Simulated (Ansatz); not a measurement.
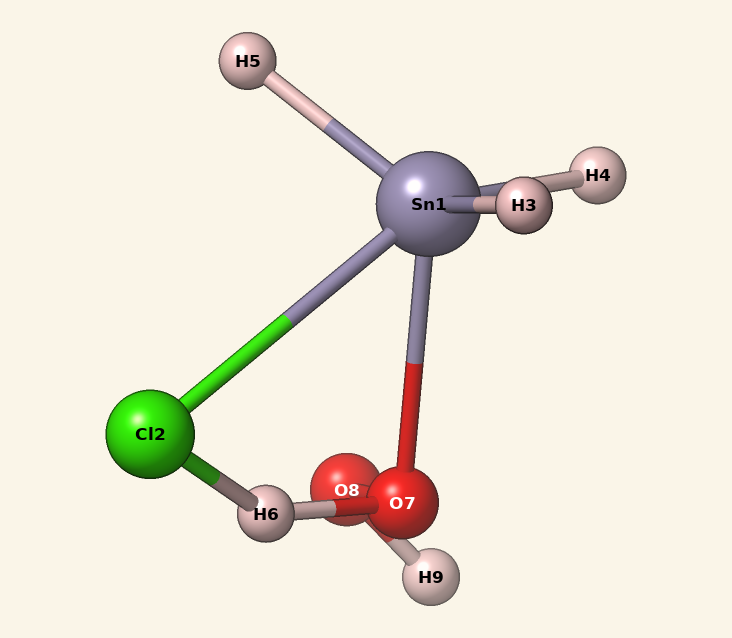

The picture comes from a calculation with Ansatz.

O8 lies behind O7. The molecule seen a little off the O7–O8 bond, O7 in front. Distant atoms are faded towards the background colour. Geometry: start.

Q: What is the torsion angle Sn1–O7–O8–H9? The sign is positive where the front bond must turn clockwise to cover the back bond.

A: 134°, anticlinal.
